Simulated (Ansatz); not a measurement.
Consider C2H7InO3 (SMILES CC[O][In]([OH])[OH]).

Input

```
crystal:
  periodic: [false, false, false]
  atoms:
    - {symbol: C, position_ang: [-2.355495, -0.414905, -0.372409]}
    - {symbol: C, position_ang: [-1.274058, -1.355611, 0.136113]}
    - {symbol: In, position_ang: [0.365698, 0.979518, 0.937988]}
    - {symbol: O, position_ang: [-0.511594, -0.804894, 1.185578]}
    - {symbol: O, position_ang: [0.574043, 1.879207, -0.847892]}
    - {symbol: O, position_ang: [1.072667, 1.944562, 2.527852]}
    - {symbol: H, position_ang: [-2.969493, -0.880998, -1.160451]}
    - {symbol: H, position_ang: [-1.905116, 0.500610, -0.801668]}
    - {symbol: H, position_ang: [-3.020268, -0.112441, 0.452652]}
    - {symbol: H, position_ang: [-0.633652, -1.679593, -0.713421]}
    - {symbol: H, position_ang: [-1.743982, -2.275758, 0.533632]}
    - {symbol: H, position_ang: [0.317944, 1.284763, -1.567748]}
    - {symbol: H, position_ang: [1.469780, 2.779798, 2.238940]}
basis:
  gaussian:
    orbitals: def2-SVPD
hamiltonian:
  xc: pbe0
output:
  forces: true
  orbitals: {seedname: orbitals}
```

Run with:

```sh
ansatz run input.yaml --threads 2 --pin off --max-ram 4350MiB --events-out events.jsonl --progress --plain --runs-dir runs
```

Geometry: r2SCAN-D4/def2-SVP; core potentials replace the inner electrons of In.

Method: isolated molecule in a Gaussian basis; Kohn-Sham density functional theory, functional PBE0 (Ansatz).

What will maps of the electron density and electron localisation function show?

In–O (1.99 Å): ρ at the midpoint is about 0.72 e/Å³; the ELF peaks at about 0.85 in the valence shell of O, 0.6 Å from its nucleus, and drops to about 0.15 between the two atoms.
O–H (0.97 Å): ρ at the midpoint is about 3.6 e/Å³; the ELF climbs to about 1 towards the hydrogen, as it does in any bond to H: an ordinary covalent bond to hydrogen.

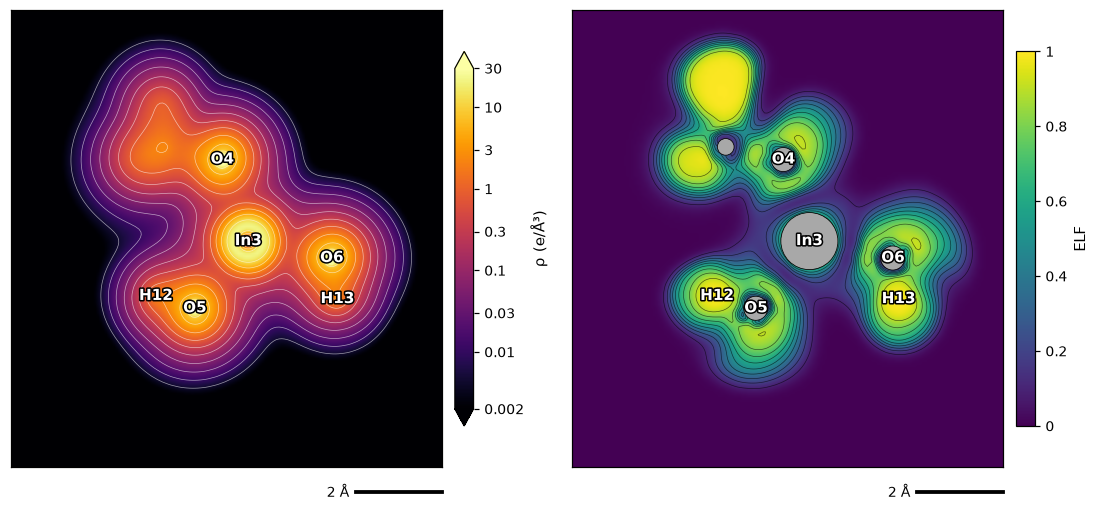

Computed electron density and electron localisation function on the plane of atoms O5, In3 and O6, in this order. Grey discs cover the atomic cores in the ELF map. 
